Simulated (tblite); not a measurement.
Geometry relaxation of C$_{4}$H$_{16}$BNSi$_{2}$ (part 2 of 2)

The same run, continued: C$_{4}$H$_{16}$BNSi$_{2}$; GFN2-xTB geometry optimisation, gas phase (tblite 0.8.0). 

Geometry of the input (Å):
```
B  -0.0164  1.6185  -0.1413
C  -0.6063  0.1257  -0.1669
C  -0.6850  -0.4577  1.2756
N  -1.9007  0.0705  -0.8743
Si -3.2675  0.9736  -0.0942
Si 0.6288  -0.9105  -1.1577
C  2.2415  -1.2914  -0.2599
C  3.0457  -0.0308  0.0591
H  0.1244  2.2091  -1.1524
H  0.2189  2.1599  0.8857
H  -1.3493  0.1677  1.9168
H  -1.1092  -1.4891  1.2505
H  0.2995  -0.4825  1.7670
H  -2.2122  -0.9337  -0.9244
H  -4.4068  1.0139  -1.0308
H  -3.6963  0.3011  1.1449
H  -2.8620  2.3607  0.2002
H  -0.0026  -2.2001  -1.4834
H  0.9357  -0.2214  -2.4149
H  2.8528  -1.9553  -0.9023
H  2.0147  -1.8349  0.6878
H  4.0235  -0.3173  0.4820
H  3.2172  0.5636  -0.8571
H  2.5001  0.5803  0.8017
```

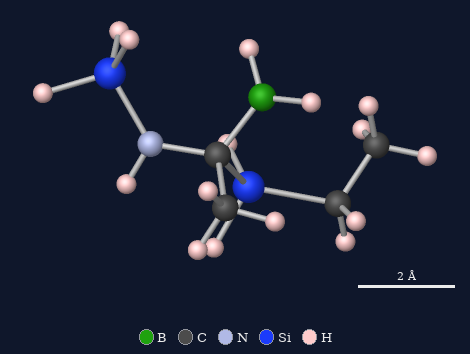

Fig. 1: The geometry at step 209 of the log (ball-and-stick view, seen at a tilt).

Trajectory as extended XYZ, continued
```
24
Properties=species:S:1:pos:R:3:forces:R:3 step=104 energy=-662.30919
B    -0.0346    1.5549    0.1039   -0.0480   0.0110   0.0300
C    -0.6740    0.1519    0.0958    0.0180  -0.0030   0.0160
C    -0.7405   -0.5892    1.4366   -0.0170   0.0090   0.0050
N    -1.9346    0.0475   -0.6245    0.0290  -0.0090  -0.0020
Si   -3.3118    1.0242   -0.3104    0.0170   0.0000  -0.0250
Si    0.5778   -0.7831   -1.0765    0.0600  -0.0220   0.0060
C     2.2644   -1.2228   -0.3006    0.0140   0.0320   0.0050
C     3.1836   -0.0223   -0.0866   -0.0170  -0.0180  -0.0080
H    -0.2364    2.2915   -0.7806    0.0020  -0.0010   0.0170
H     0.6792    1.8720    0.9769    0.0160  -0.0160  -0.0310
H    -1.4975   -0.1281    2.0704   -0.0270  -0.0010  -0.0070
H    -1.0108   -1.6381    1.2997    0.0100   0.0170   0.0020
H     0.2130   -0.5363    1.9575   -0.0160  -0.0220  -0.0260
H    -2.1552   -0.9110   -0.8621    0.0190  -0.0190   0.0210
H    -4.2377    0.6291   -1.3715   -0.0340   0.0130  -0.0070
H    -3.9639    0.8052    0.9936   -0.0130   0.0110   0.0300
H    -2.8986    2.4212   -0.3856   -0.0020   0.0170   0.0040
H    -0.1090   -2.0556   -1.3743   -0.0080  -0.0230   0.0130
H     0.7473   -0.0606   -2.3395    0.0210   0.0010  -0.0060
H     2.7662   -1.9356   -0.9586   -0.0370   0.0280   0.0310
H     2.1192   -1.7357    0.6532    0.0230   0.0070  -0.0450
H     4.1552   -0.3392    0.2937   -0.0450   0.0090  -0.0170
H     3.3389    0.5058   -1.0256    0.0200  -0.0020   0.0440
H     2.7483    0.6741    0.6271    0.0160  -0.0170  -0.0460
24
Properties=species:S:1:pos:R:3:forces:R:3 step=130 energy=-662.32432
B    -0.0441    1.4748    0.3440    0.0100  -0.0050  -0.0190
C    -0.7209    0.1042    0.1942   -0.0270   0.0230   0.0450
C    -0.8727   -0.7415    1.4604    0.0050  -0.0210   0.0260
N    -1.9363    0.0414   -0.6004    0.0040  -0.0050  -0.0090
Si   -3.2728    1.1093   -0.4387    0.0020   0.0130  -0.0110
Si    0.5827   -0.7502   -0.9893    0.0240  -0.0390  -0.0190
C     2.3065   -1.1439   -0.2736    0.0290   0.0220   0.0080
C     3.2639    0.0445   -0.2688    0.0010   0.0260  -0.0110
H    -0.2281    2.3200   -0.4423    0.0100  -0.0140   0.0240
H     0.7107    1.6449    1.2248   -0.0260   0.0180  -0.0180
H    -1.6722   -0.3350    2.0799    0.0000   0.0390  -0.0110
H    -1.1345   -1.7739    1.2249    0.0180  -0.0270  -0.0240
H     0.0453   -0.7366    2.0409    0.0170  -0.0180   0.0250
H    -2.1807   -0.9181   -0.8061   -0.0200  -0.0060  -0.0090
H    -4.3076    0.4788   -1.2621    0.0090   0.0170   0.0020
H    -3.7741    1.2563    0.9401    0.0120   0.0200  -0.0130
H    -2.9017    2.4302   -0.9462   -0.0030  -0.0200   0.0210
H    -0.0736   -2.0408   -1.2831    0.0170  -0.0160  -0.0140
H     0.7054   -0.0010   -2.2430   -0.0070  -0.0020   0.0120
H     2.7488   -1.9416   -0.8725   -0.0210   0.0050  -0.0040
H     2.2250   -1.5384    0.7409   -0.0170   0.0150  -0.0030
H     4.2398   -0.2429    0.1211   -0.0220  -0.0120   0.0040
H     3.4027    0.4250   -1.2782    0.0000  -0.0040  -0.0030
H     2.8767    0.8544    0.3445   -0.0170  -0.0090   0.0000
24
Properties=species:S:1:pos:R:3:forces:R:3 step=157 energy=-662.33858
B    -0.0873    1.3347    0.5780    0.0200   0.0100  -0.0010
C    -0.7694   -0.0127    0.3112   -0.0230   0.0430  -0.0050
C    -0.9604   -0.9602    1.4961    0.0050   0.0110   0.0020
N    -1.9590   -0.0105   -0.5175   -0.0390   0.0050   0.0050
Si   -3.1324    1.2401   -0.5866    0.0210  -0.0010   0.0400
Si    0.5674   -0.7552   -0.9134   -0.0220  -0.0500  -0.0510
C     2.3266   -1.0277   -0.2294   -0.0210  -0.0180   0.0040
C     3.2564    0.1611   -0.4545   -0.0110  -0.0030   0.0050
H    -0.2530    2.2369   -0.1457    0.0030   0.0090   0.0000
H     0.6461    1.4439    1.4852    0.0060  -0.0200  -0.0080
H    -1.7829   -0.5981    2.1133   -0.0130  -0.0010   0.0000
H    -1.2081   -1.9707    1.1672    0.0040  -0.0020  -0.0050
H    -0.0670   -1.0029    2.1128    0.0230  -0.0110  -0.0080
H    -2.2604   -0.9470   -0.7442   -0.0030   0.0040  -0.0060
H    -4.3354    0.5929   -1.1177    0.0250  -0.0010   0.0010
H    -3.3910    1.8031    0.7469   -0.0070  -0.0010  -0.0160
H    -2.7053    2.3244   -1.4773    0.0040  -0.0120  -0.0150
H    -0.0173   -2.0728   -1.2395    0.0250  -0.0100   0.0070
H     0.6025    0.0226   -2.1563    0.0010   0.0120   0.0380
H     2.7570   -1.9051   -0.7133    0.0100   0.0040   0.0020
H     2.2880   -1.2555    0.8375    0.0160   0.0190  -0.0050
H     4.2347   -0.0231   -0.0133    0.0000  -0.0050   0.0080
H     3.3944    0.3376   -1.5187   -0.0170   0.0130   0.0040
H     2.8441    1.0636   -0.0092   -0.0100   0.0040   0.0040
24
Properties=species:S:1:pos:R:3:forces:R:3 step=183 energy=-662.34505
B    -0.0704    1.2601    0.6341    0.0100   0.0090   0.0040
C    -0.7897   -0.0628    0.3463    0.0090   0.0110  -0.0050
C    -0.9578   -1.0497    1.5022    0.0000   0.0010   0.0010
N    -2.0005   -0.0250   -0.4414    0.0040  -0.0130  -0.0050
Si   -3.0581    1.3055   -0.6449   -0.0110   0.0090   0.0170
Si    0.5440   -0.7885   -0.8992    0.0020   0.0020  -0.0120
C     2.3087   -0.9806   -0.2035    0.0020  -0.0040  -0.0050
C     3.1898    0.2314   -0.4917    0.0010   0.0040  -0.0050
H    -0.2257    2.1897   -0.0581    0.0000  -0.0080   0.0090
H     0.6855    1.3168    1.5276   -0.0050   0.0100  -0.0010
H    -1.7614   -0.7058    2.1530   -0.0060   0.0020   0.0130
H    -1.2206   -2.0452    1.1416   -0.0130  -0.0110   0.0040
H    -0.0472   -1.1232    2.0904    0.0050  -0.0010   0.0050
H    -2.3210   -0.9458   -0.6999   -0.0110  -0.0020  -0.0090
H    -4.3194    0.7048   -1.0856    0.0010  -0.0110  -0.0080
H    -3.2313    2.0183    0.6266    0.0050   0.0030  -0.0080
H    -2.5832    2.2511   -1.6637    0.0110   0.0000  -0.0080
H     0.0075   -2.1254   -1.2226   -0.0060   0.0030   0.0080
H     0.5529   -0.0008   -2.1358   -0.0060  -0.0040   0.0080
H     2.7754   -1.8651   -0.6374    0.0040  -0.0040  -0.0100
H     2.2794   -1.1465    0.8746   -0.0010  -0.0040  -0.0030
H     4.1759    0.1087   -0.0462   -0.0030   0.0040   0.0030
H     3.3154    0.3608   -1.5640    0.0020   0.0090  -0.0030
H     2.7400    1.1368   -0.0906    0.0070  -0.0020   0.0090
24
Properties=species:S:1:pos:R:3:forces:R:3 step=209 energy=-662.35043
B    -0.0621    1.2175    0.7019    0.0010   0.0010   0.0060
C    -0.7991   -0.0955    0.4066   -0.0120   0.0220   0.0090
C    -0.9586   -1.0950    1.5539    0.0060   0.0010  -0.0030
N    -2.0278   -0.0415   -0.3487    0.0040   0.0070  -0.0130
Si   -2.9640    1.3346   -0.7420   -0.0020  -0.0020   0.0140
Si    0.5074   -0.8199   -0.8703   -0.0130   0.0050  -0.0010
C     2.3070   -0.9635   -0.2627   -0.0050  -0.0070   0.0030
C     3.1196    0.3082   -0.4900   -0.0050  -0.0090   0.0030
H    -0.1999    2.1525    0.0126   -0.0010  -0.0140   0.0040
H     0.6850    1.2666    1.6037   -0.0080  -0.0110  -0.0070
H    -1.6855   -0.7131    2.2706    0.0000  -0.0090  -0.0110
H    -1.3207   -2.0570    1.1878    0.0080  -0.0070   0.0150
H    -0.0158   -1.2527    2.0709   -0.0010   0.0050   0.0150
H    -2.3435   -0.9515   -0.6490   -0.0030   0.0070   0.0060
H    -4.2492    0.7694   -1.1601   -0.0060   0.0020  -0.0080
H    -3.1018    2.1752    0.4510   -0.0030   0.0010  -0.0090
H    -2.4117    2.1431   -1.8402    0.0040  -0.0030  -0.0040
H    -0.0100   -2.1768   -1.1354   -0.0060  -0.0050  -0.0040
H     0.4309   -0.0594   -2.1213    0.0090   0.0050  -0.0020
H     2.7916   -1.7915   -0.7816    0.0110   0.0150   0.0080
H     2.3269   -1.2118    0.8000    0.0160  -0.0020  -0.0080
H     4.1255    0.2022   -0.0862    0.0030  -0.0060  -0.0140
H     3.1992    0.5208   -1.5538    0.0020   0.0120   0.0130
H     2.6450    1.1589   -0.0058    0.0000  -0.0100  -0.0120
24
Properties=species:S:1:pos:R:3:forces:R:3 step=235 energy=-662.35325
B    -0.0567    1.2020    0.7356   -0.0010  -0.0020   0.0040
C    -0.8111   -0.0997    0.4431    0.0030   0.0020  -0.0150
C    -0.9694   -1.1033    1.5865    0.0050   0.0100  -0.0080
N    -2.0394   -0.0427   -0.3110   -0.0030   0.0030  -0.0040
Si   -2.9327    1.3366   -0.7876    0.0120  -0.0070   0.0020
Si    0.4937   -0.8143   -0.8502   -0.0070  -0.0070   0.0070
C     2.3119   -0.9639   -0.3003   -0.0080   0.0050  -0.0070
C     3.1023    0.3269   -0.4946    0.0020  -0.0040   0.0090
H    -0.1819    2.1410    0.0495   -0.0070  -0.0120   0.0070
H     0.6909    1.2348    1.6376    0.0020   0.0040  -0.0070
H    -1.7284   -0.7403    2.2794    0.0060  -0.0080   0.0020
H    -1.2902   -2.0800    1.2199    0.0070   0.0090  -0.0030
H    -0.0369   -1.2259    2.1311   -0.0020   0.0000   0.0030
H    -2.3712   -0.9556   -0.5838   -0.0020   0.0010   0.0000
H    -4.2170    0.7788   -1.2199    0.0050   0.0050  -0.0010
H    -3.0897    2.2346    0.3600    0.0020  -0.0070  -0.0030
H    -2.3283    2.0822   -1.9029   -0.0010   0.0000  -0.0020
H    -0.0263   -2.1711   -1.1133   -0.0070   0.0010   0.0010
H     0.4042   -0.0515   -2.1002   -0.0100   0.0030   0.0150
H     2.7879   -1.7573   -0.8777    0.0010  -0.0010   0.0030
H     2.3748   -1.2667    0.7462   -0.0020   0.0090  -0.0010
H     4.1276    0.2088   -0.1480    0.0130  -0.0080  -0.0070
H     3.1274    0.6017   -1.5465    0.0030   0.0010   0.0040
H     2.6468    1.1442    0.0591   -0.0110   0.0030   0.0000
24
Properties=species:S:1:pos:R:3:forces:R:3 step=261 energy=-662.35388
B    -0.0623    1.1954    0.7541    0.0050   0.0010  -0.0030
C    -0.8171   -0.1047    0.4582    0.0010   0.0020  -0.0040
C    -0.9655   -1.1155    1.5957    0.0020  -0.0020   0.0000
N    -2.0495   -0.0463   -0.2885   -0.0020   0.0020   0.0000
Si   -2.9093    1.3382   -0.8086    0.0050   0.0010  -0.0020
Si    0.4826   -0.8103   -0.8437   -0.0040   0.0000   0.0000
C     2.3045   -0.9560   -0.3063   -0.0030  -0.0020  -0.0010
C     3.0938    0.3351   -0.5020   -0.0010  -0.0020   0.0020
H    -0.1941    2.1378    0.0747    0.0000   0.0010   0.0000
H     0.6941    1.2236    1.6487   -0.0010   0.0010   0.0010
H    -1.7305   -0.7676    2.2894   -0.0010   0.0010   0.0020
H    -1.2715   -2.0942    1.2232   -0.0040  -0.0050  -0.0020
H    -0.0331   -1.2283    2.1423    0.0060  -0.0020   0.0020
H    -2.3797   -0.9580   -0.5677    0.0000   0.0010   0.0020
H    -4.1980    0.7964   -1.2462   -0.0020  -0.0030   0.0010
H    -3.0585    2.2576    0.3221   -0.0060   0.0010  -0.0020
H    -2.2835    2.0528   -1.9330    0.0010  -0.0010   0.0000
H    -0.0370   -2.1672   -1.1075    0.0000   0.0020  -0.0020
H     0.3773   -0.0404   -2.0876   -0.0010   0.0020   0.0020
H     2.7781   -1.7489   -0.8861    0.0020  -0.0020  -0.0010
H     2.3723   -1.2588    0.7398    0.0030   0.0030   0.0020
H     4.1241    0.2124   -0.1714    0.0030  -0.0020   0.0020
H     3.1057    0.6186   -1.5518   -0.0010  -0.0010   0.0000
H     2.6456    1.1480    0.0641    0.0000   0.0050   0.0000
24
Properties=species:S:1:pos:R:3:forces:R:3 step=288 energy=-662.35414
B    -0.0653    1.1990    0.7633    0.0010  -0.0020  -0.0010
C    -0.8192   -0.1013    0.4667    0.0000   0.0000  -0.0010
C    -0.9566   -1.1202    1.5985   -0.0010   0.0010   0.0000
N    -2.0557   -0.0450   -0.2731    0.0000   0.0000   0.0010
Si   -2.9087    1.3344   -0.8177    0.0010   0.0000   0.0000
Si    0.4777   -0.7964   -0.8440    0.0010   0.0000  -0.0010
C     2.2978   -0.9550   -0.3040    0.0000   0.0000  -0.0010
C     3.0974    0.3286   -0.5069    0.0000   0.0000   0.0000
H    -0.2042    2.1448    0.0897   -0.0020  -0.0010   0.0020
H     0.6971    1.2250    1.6529    0.0000   0.0000  -0.0010
H    -1.7151   -0.7779    2.3023   -0.0010   0.0020   0.0010
H    -1.2664   -2.0962    1.2215    0.0010  -0.0010   0.0000
H    -0.0191   -1.2373    2.1357    0.0000   0.0010  -0.0020
H    -2.3849   -0.9581   -0.5493    0.0000   0.0000   0.0010
H    -4.1883    0.7831   -1.2705   -0.0010   0.0000   0.0010
H    -3.0815    2.2634    0.3017    0.0000   0.0000   0.0010
H    -2.2683    2.0422   -1.9381    0.0010  -0.0010   0.0000
H    -0.0470   -2.1482   -1.1234   -0.0010   0.0010  -0.0010
H     0.3760   -0.0125   -2.0793    0.0000  -0.0010   0.0010
H     2.7658   -1.7550   -0.8786    0.0000   0.0000   0.0000
H     2.3634   -1.2511    0.7442   -0.0020  -0.0010  -0.0010
H     4.1267    0.1989   -0.1760    0.0000   0.0020   0.0020
H     3.1111    0.6061   -1.5583    0.0010   0.0000  -0.0010
H     2.6560    1.1485    0.0547    0.0010   0.0010   0.0000
```

Results in brief

| quantity | value |
| --- | --- |
| outcome | converged |
| total energy | −662.3541 eV |
| hardware | 1 CPU thread, shared host |
| wall time | 4.5 s |
| peak memory | 0.21 GiB |
